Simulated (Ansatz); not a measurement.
System: KRe$_{3}$.

```xyz
4
Lattice="4.1146 0.0000 0.0000 0.0000 4.1146 0.0000 0.0000 0.0000 4.1146" Properties=species:S:1:pos:R:3 pbc="T T T"
K     0.0000    0.0000    0.0000
Re    0.0000    2.0573    2.0573
Re    2.0573    0.0000    2.0573
Re    2.0573    2.0573    0.0000
```

Space group Pm-3m; a structure generated by program, which may or may not match a known phase; computed without spin polarisation.

Computed with DFT PBE, scalar-relativistic, plane waves, PAW in Ansatz 0.2.0.

Q: What can the converged valence pseudo-density and electron localisation function tell about the bonding?

A: K–Re (2.91 Å): ρ is about 0.19 e/Å³ halfway; the ELF is about 0.10 at the midpoint; no shared electron pair shows on this line.
Re–Re (2.91 Å): ρ at the midpoint is about 0.35 e/Å³; the ELF is about 0.40 at the midpoint.

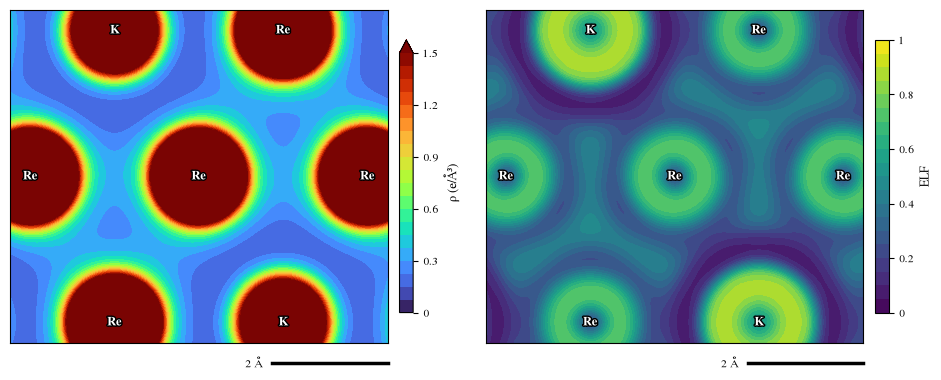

Computed valence pseudo-density and electron localisation function on the (111) plane of the conventional cell, in this order. 

Core electrons are frozen (PAW), and the valence fields are smoothed inside the atomic spheres.
